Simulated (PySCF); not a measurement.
## C$_{4}$H$_{10}$F$_{3}$GeN: geometry relaxation (part 2 of 2)

C$_{4}$H$_{10}$F$_{3}$GeN; PBE0-D3(BJ)/def2-SVP geometry optimisation, gas phase (PySCF 2.14.0). 

Geometry of the input (Å):
```
C  -1.5032  -1.0011  1.0085
C  -1.1496  0.4949  1.1117
N  -0.2880  0.9751  0.0518
C  -0.8653  1.0951  -1.2460
Ge 1.5089  0.6682  0.1257
C  2.1103  -1.1143  -0.6335
F  1.9070  -2.1531  0.2061
F  3.4410  -1.1296  -0.9312
F  1.4638  -1.4106  -1.7559
H  -2.0862  -1.1680  0.1023
H  -2.1479  -1.2666  1.8616
H  -0.6208  -1.5932  1.0066
H  -0.6563  0.6762  2.0559
H  -2.0672  1.1168  1.1137
H  -1.1462  0.1138  -1.6911
H  -1.8180  1.6888  -1.1426
H  -0.2174  1.6294  -1.9178
H  1.9261  0.7073  1.5782
H  2.1783  1.6780  -0.7456
```

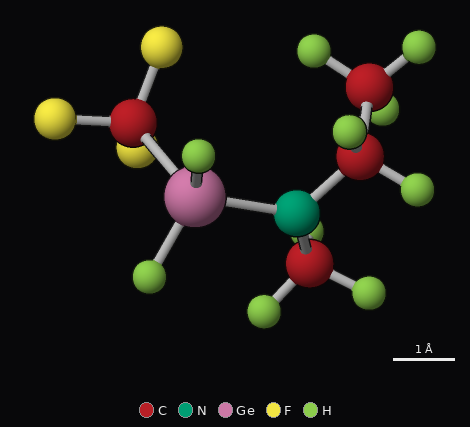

**Figure 1.** The geometry at step 11 of the log (ball-and-stick view, seen on its broad side).

### Trajectory as extended XYZ, continued
```
19
Properties=species:S:1:pos:R:3:forces:R:3 step=8 energy=-70431.19606
C    -1.5753   -0.9712    0.9597   -0.0135   0.0360   0.0076
C    -1.0866    0.4675    1.0845    0.0236   0.0216  -0.0010
N    -0.2348    0.9390    0.0098   -0.0083  -0.0270   0.0233
C    -0.8791    1.1252   -1.2681   -0.0017  -0.0008   0.0041
Ge    1.5661    0.6903    0.0834   -0.0240  -0.0082  -0.0217
C     2.0850   -1.1620   -0.4990    0.0060   0.0054  -0.0093
F     1.7032   -2.0939    0.3915   -0.0050  -0.0089  -0.0029
F     3.4093   -1.2961   -0.6608   -0.0125   0.0067   0.0072
F     1.5061   -1.4780   -1.6689    0.0033   0.0035   0.0073
H    -2.1611   -1.1206    0.0396    0.0089  -0.0072  -0.0036
H    -2.2252   -1.2328    1.8091    0.0063  -0.0083   0.0027
H    -0.7310   -1.6762    0.9435    0.0074  -0.0120  -0.0067
H    -0.5419    0.5872    2.0371   -0.0051  -0.0037  -0.0051
H    -1.9591    1.1461    1.1504   -0.0018   0.0044   0.0083
H    -1.1869    0.1840   -1.7637    0.0068   0.0001  -0.0063
H    -1.7846    1.7481   -1.1482    0.0055   0.0014   0.0017
H    -0.2087    1.6559   -1.9620    0.0003  -0.0054  -0.0076
H     2.0344    0.8534    1.5353    0.0033  -0.0047   0.0037
H     2.2375    1.6432   -0.9154    0.0005   0.0071  -0.0014
19
Properties=species:S:1:pos:R:3:forces:R:3 step=9 energy=-70431.19648
C    -1.5771   -0.9631    0.9750   -0.0173   0.0127   0.0065
C    -1.0857    0.4752    1.0909    0.0002   0.0088  -0.0031
N    -0.2339    0.9361    0.0127    0.0004  -0.0085  -0.0033
C    -0.8757    1.1167   -1.2675   -0.0058  -0.0066   0.0060
Ge    1.5659    0.6844    0.0820    0.0020   0.0087  -0.0011
C     2.0824   -1.1622   -0.5170   -0.0249  -0.0053   0.0024
F     1.6871   -2.1029    0.3588    0.0030   0.0010  -0.0075
F     3.4066   -1.3015   -0.6686    0.0075   0.0055   0.0002
F     1.5117   -1.4606   -1.6956    0.0046  -0.0052   0.0001
H    -2.1626   -1.1175    0.0555    0.0049  -0.0021  -0.0010
H    -2.2272   -1.2202    1.8257    0.0066  -0.0034   0.0011
H    -0.7343   -1.6702    0.9615    0.0090  -0.0042  -0.0030
H    -0.5408    0.6002    2.0422    0.0027  -0.0031   0.0021
H    -1.9571    1.1558    1.1530    0.0030   0.0036   0.0038
H    -1.1859    0.1737   -1.7582   -0.0002   0.0002  -0.0001
H    -1.7780    1.7450   -1.1536   -0.0004   0.0006   0.0006
H    -0.2014    1.6387   -1.9644    0.0013   0.0008  -0.0032
H     2.0372    0.8347    1.5346    0.0006  -0.0039  -0.0002
H     2.2362    1.6465   -0.9093    0.0029   0.0003  -0.0003
19
Properties=species:S:1:pos:R:3:forces:R:3 step=10 energy=-70431.19656
C    -1.5771   -0.9569    0.9863   -0.0072  -0.0063   0.0012
C    -1.0828    0.4807    1.0963   -0.0088  -0.0005   0.0020
N    -0.2337    0.9345    0.0135    0.0040   0.0042  -0.0153
C    -0.8777    1.1114   -1.2661   -0.0030  -0.0064   0.0038
Ge    1.5656    0.6806    0.0779    0.0110   0.0109   0.0090
C     2.0800   -1.1632   -0.5304   -0.0300  -0.0069   0.0038
F     1.6784   -2.1091    0.3369    0.0049   0.0060  -0.0086
F     3.4047   -1.3031   -0.6754    0.0155   0.0012  -0.0029
F     1.5156   -1.4529   -1.7142    0.0032  -0.0071  -0.0008
H    -2.1653   -1.1134    0.0689   -0.0007   0.0017   0.0022
H    -2.2235   -1.2130    1.8401    0.0037   0.0019   0.0008
H    -0.7347   -1.6649    0.9700    0.0037   0.0025   0.0004
H    -0.5340    0.6069    2.0452    0.0046  -0.0009   0.0037
H    -1.9521    1.1639    1.1601    0.0040   0.0015  -0.0004
H    -1.1910    0.1671   -1.7525   -0.0039   0.0003   0.0033
H    -1.7777    1.7430   -1.1535   -0.0029  -0.0003   0.0000
H    -0.2031    1.6277   -1.9670   -0.0002   0.0029   0.0011
H     2.0394    0.8224    1.5307   -0.0001  -0.0019  -0.0027
H     2.2362    1.6472   -0.9091    0.0022  -0.0029  -0.0006
19
Properties=species:S:1:pos:R:3:forces:R:3 step=11 energy=-70431.19647
C    -1.5758   -0.9477    1.0047    0.0074  -0.0196  -0.0053
C    -1.0757    0.4884    1.1053   -0.0112  -0.0082   0.0072
N    -0.2327    0.9327    0.0143    0.0061   0.0128  -0.0200
C    -0.8839    1.1039   -1.2624    0.0015  -0.0019   0.0008
Ge    1.5662    0.6752    0.0689    0.0134   0.0066   0.0125
C     2.0760   -1.1653   -0.5528   -0.0216  -0.0077   0.0007
F     1.6684   -2.1175    0.3045    0.0037   0.0070  -0.0035
F     3.4015   -1.3059   -0.6920    0.0149  -0.0021  -0.0046
F     1.5177   -1.4449   -1.7419   -0.0001  -0.0033  -0.0010
H    -2.1716   -1.1061    0.0925   -0.0063   0.0049   0.0054
H    -2.2145   -1.2010    1.8651   -0.0006   0.0056   0.0017
H    -0.7347   -1.6576    0.9820   -0.0024   0.0069   0.0038
H    -0.5191    0.6159    2.0495    0.0043   0.0012   0.0030
H    -1.9413    1.1761    1.1732    0.0026  -0.0008  -0.0032
H    -1.2030    0.1577   -1.7413   -0.0057  -0.0003   0.0046
H    -1.7810    1.7396   -1.1487   -0.0042  -0.0008   0.0000
H    -0.2116    1.6133   -1.9707   -0.0018   0.0032   0.0039
H     2.0456    0.8051    1.5210   -0.0005   0.0011  -0.0039
H     2.2367    1.6469   -0.9134    0.0005  -0.0046  -0.0019
19
Properties=species:S:1:pos:R:3:forces:R:3 step=12 energy=-70431.19640
C    -1.5726   -0.9414    1.0195    0.0150  -0.0184  -0.0076
C    -1.0674    0.4934    1.1131   -0.0061  -0.0096   0.0065
N    -0.2313    0.9322    0.0143    0.0037   0.0121  -0.0117
C    -0.8915    1.1001   -1.2581    0.0033   0.0025  -0.0010
Ge    1.5676    0.6717    0.0584    0.0077  -0.0002   0.0078
C     2.0712   -1.1682   -0.5707   -0.0039  -0.0024  -0.0029
F     1.6630   -2.1224    0.2837    0.0013   0.0033   0.0007
F     3.3971   -1.3094   -0.7103    0.0051  -0.0050  -0.0044
F     1.5130   -1.4438   -1.7606   -0.0025   0.0007   0.0014
H    -2.1775   -1.0996    0.1133   -0.0074   0.0049   0.0060
H    -2.2031   -1.1921    1.8865   -0.0025   0.0058   0.0021
H    -0.7330   -1.6530    0.9892   -0.0058   0.0067   0.0046
H    -0.5026    0.6207    2.0524    0.0022   0.0024   0.0008
H    -1.9298    1.1844    1.1864    0.0009  -0.0019  -0.0033
H    -1.2159    0.1529   -1.7312   -0.0042  -0.0005   0.0032
H    -1.7867    1.7378   -1.1402   -0.0029  -0.0012   0.0004
H    -0.2236    1.6061   -1.9731   -0.0025   0.0015   0.0037
H     2.0537    0.7951    1.5087    0.0002   0.0032  -0.0033
H     2.2368    1.6444   -0.9237   -0.0015  -0.0038  -0.0030
19
Properties=species:S:1:pos:R:3:forces:R:3 step=13 energy=-70431.19644
C    -1.5664   -0.9364    1.0342    0.0155  -0.0052  -0.0052
C    -1.0556    0.4969    1.1215    0.0037  -0.0066   0.0011
N    -0.2291    0.9329    0.0138   -0.0008   0.0050   0.0063
C    -0.9020    1.0994   -1.2519    0.0032   0.0068  -0.0033
Ge    1.5699    0.6690    0.0437   -0.0035  -0.0090  -0.0037
C     2.0642   -1.1728   -0.5879    0.0224   0.0046  -0.0060
F     1.6602   -2.1253    0.2699   -0.0025  -0.0035   0.0065
F     3.3897   -1.3158   -0.7354   -0.0117  -0.0056  -0.0022
F     1.4988   -1.4494   -1.7740   -0.0056   0.0060   0.0026
H    -2.1836   -1.0926    0.1361   -0.0047   0.0021   0.0039
H    -2.1867   -1.1841    1.9094   -0.0027   0.0025   0.0026
H    -0.7292   -1.6502    0.9940   -0.0058   0.0022   0.0030
H    -0.4806    0.6229    2.0549   -0.0009   0.0025  -0.0016
H    -1.9149    1.1907    1.2029   -0.0016  -0.0014  -0.0008
H    -1.2325    0.1517   -1.7198   -0.0002  -0.0009  -0.0003
H    -1.7957    1.7377   -1.1258   -0.0001  -0.0009   0.0011
H    -0.2412    1.6043   -1.9742   -0.0025  -0.0016   0.0011
H     2.0668    0.7912    1.4902    0.0013   0.0042  -0.0012
H     2.2352    1.6388   -0.9438   -0.0035  -0.0012  -0.0038
19
Properties=species:S:1:pos:R:3:forces:R:3 step=14 energy=-70431.19653
C    -1.5646   -0.9361    1.0369    0.0086   0.0025  -0.0024
C    -1.0528    0.4970    1.1231    0.0067  -0.0041  -0.0018
N    -0.2281    0.9333    0.0139   -0.0025   0.0007   0.0098
C    -0.9037    1.0999   -1.2504    0.0018   0.0062  -0.0022
Ge    1.5709    0.6689    0.0402   -0.0062  -0.0079  -0.0053
C     2.0623   -1.1739   -0.5906    0.0231   0.0052  -0.0034
F     1.6598   -2.1246    0.2698   -0.0032  -0.0051   0.0051
F     3.3870   -1.3192   -0.7423   -0.0126  -0.0032  -0.0017
F     1.4924   -1.4510   -1.7745   -0.0063   0.0040   0.0016
H    -2.1843   -1.0917    0.1404   -0.0023   0.0004   0.0026
H    -2.1835   -1.1824    1.9135   -0.0010   0.0006   0.0018
H    -0.7285   -1.6507    0.9954   -0.0018  -0.0009   0.0016
H    -0.4762    0.6230    2.0554   -0.0012   0.0017  -0.0013
H    -1.9119    1.1909    1.2057   -0.0014  -0.0003   0.0006
H    -1.2351    0.1522   -1.7177    0.0009  -0.0006  -0.0010
H    -1.7973    1.7379   -1.1222    0.0006  -0.0007   0.0011
H    -0.2445    1.6052   -1.9738   -0.0017  -0.0017  -0.0007
H     2.0716    0.7930    1.4852    0.0011   0.0039  -0.0004
H     2.2337    1.6373   -0.9503   -0.0027  -0.0006  -0.0039
```

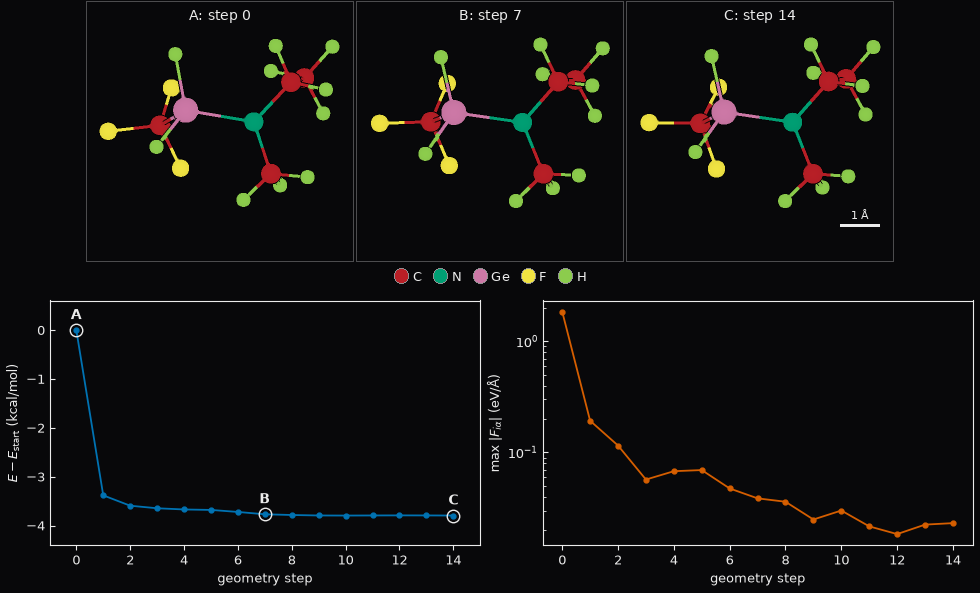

**Figure 2.** Frames of the relaxation (ball-and-stick view, seen at a tilt) above the curves, on which the letters mark them (steps are counted from 0).

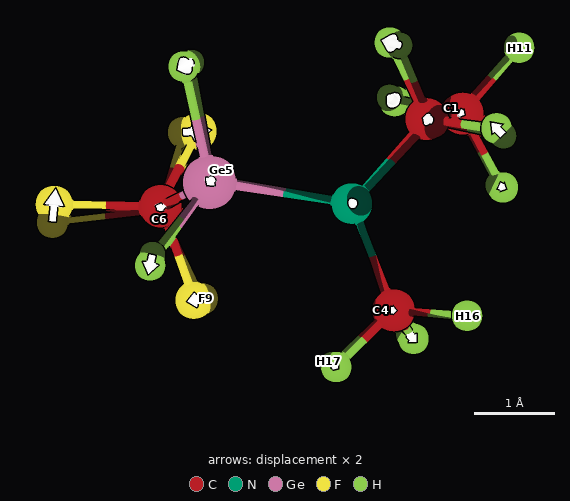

**Figure 3.** Start (faint) and end (solid) with the displacements as white arrows, magnified 2 times (ball-and-stick view, seen at a tilt). The two geometries are laid on each other by the best rigid fit. After 14 geometry steps the energy has fallen by 3.79 kcal/mol. Largest force component: 1.9 eV/Å at the start, 0.023 eV/Å at the end. The atom that moves furthest after the best rigid fit is F8 (0.23 Å). Largest moves by element: F 0.23 Å, H 0.17 Å, C 0.08 Å, Ge 0.08 Å, N 0.06 Å. Distances before and after: Ge5–H19 1.492 → 1.536 Å, C1–H12 1.063 → 1.101 Å, C2–H13 1.081 → 1.103 Å, Ge5–H18 1.512 → 1.534 Å. Among the angles that change: N3–Ge5–C6 115.1° → 111.8°, H10–C1–H12 110.9° → 107.8°, C4–N3–Ge5 116.7° → 119.5°. (Atoms are counted from 1 in the order of the input.)
